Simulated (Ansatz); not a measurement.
**C2H4MgS: an energy map over bond length C3–H7 and bond length C3–H8**

A grid of calculations on C2H4MgS, SMILES [CH2]1[Mg][CH2]S1, to see where the energy is lowest and how it rises around there.

Computed with Ansatz 0.2.0. Level: RKS r2SCAN-D4/def2-SVP.

## 1. The starting structure

SMILES `[CH2]1[Mg][CH2]S1`, 8 atoms, charge 0, spin multiplicity 1.

Atoms are counted from 1 here; the program's logs count them from 0.

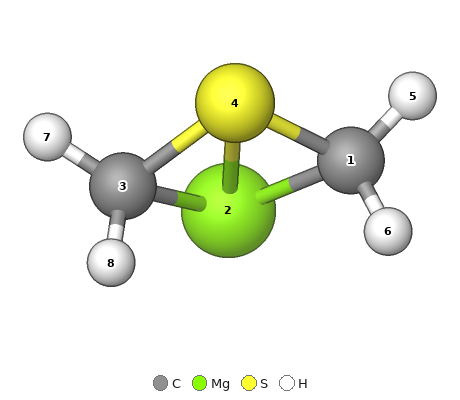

The starting geometry (carbon grey, magnesium green, sulfur yellow, hydrogen white); atoms are numbered from 1 in the order of the file.

As a file:

```xyz
8
C2H4MgS
C     0.1335    1.4077    0.0994
Mg   -1.5428    0.2023   -0.5382
C    -0.1661   -1.4043   -0.0989
S     0.6650   -0.1347    0.9050
H     0.1069    2.2168    0.8555
H     0.7704    1.7077   -0.7599
H    -0.3730   -2.2867    0.5379
H     0.4062   -1.7089   -1.0008
```

This geometry comes from a loose relaxation at PBE in a small basis, which is not shown.

## 3. Setting up the map

The axes are (1) bond length C3–H7: 7 values from 0.969 to 1.376 Å; (2) bond length C3–H8: 7 values from 0.905 to 1.656 Å.

Nothing else is relaxed (all other coordinates rigid). Energies count from the relaxed molecule at the same level. Points are written as (first, second).

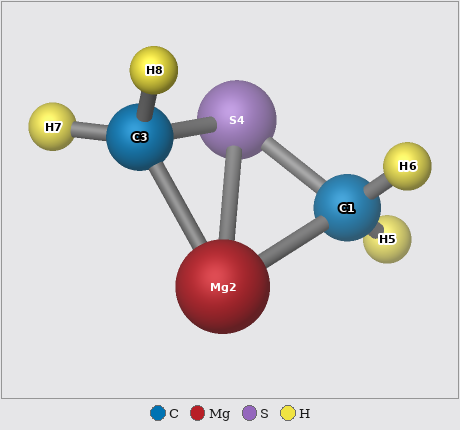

The geometry at (1.172 Å, 1.281 Å).

(The set-up runs are not shown.)

## 4. Point (1.105 Å, 1.156 Å)

The input, input.yaml:

```yaml
crystal:
  periodic: [false, false, false]
  atoms:
    - { symbol: C, position_ang: [0.124984, 1.412665, 0.089729] }
    - { symbol: Mg, position_ang: [-1.520272, 0.198941, -0.523864] }
    - { symbol: C, position_ang: [-0.175367, -1.405933, -0.109012] }
    - { symbol: S, position_ang: [0.680383, -0.134454, 0.878648] }
    - { symbol: H, position_ang: [0.092117, 2.203699, 0.854688] }
    - { symbol: H, position_ang: [0.776315, 1.732985, -0.742345] }
    - { symbol: H, position_ang: [-0.385471, -2.274023, 0.541604] }
    - { symbol: H, position_ang: [0.433859, -1.752636, -1.028239] }
basis:
  gaussian: { orbitals: def2-SVP }
hamiltonian:
  xc: r2scan
  dispersion: d4
output:
  forces: true
```

On the command line:

```
$ ansatz run input.yaml --threads 1 --pin off --max-ram 2560MiB --backend cpu --events-out ev --progress --plain --runs-dir out
```

The session goes on with these runs: the other points that were computed.

What does the calculation give? Wanted: lowest point; highest computed point; largest force on an atom.

As calculated:

| quantity | value |
| --- | --- |
| lowest point | (1.105 Å, 1.156 Å), 0.040 eV |
| highest computed point | (1.376 Å, 1.656 Å), 2.64 eV above the lowest |
| largest force on an atom (eV/Å) | 1.4 at (1.105 Å, 1.156 Å) to 13.9 at (1.376 Å, 0.905 Å); 1.4 at the lowest point |
| time for the whole task | 16 min on 1 thread, shared host |

In words: The lowest computed point is at (1.105 Å, 1.156 Å), 0.040 eV from the relaxed molecule at the same level. No other kind of well shows on this grid. The highest computed point, (1.376 Å, 1.656 Å), lies 2.64 eV above the lowest. Round the minimum the two coordinates are nearly uncoupled.
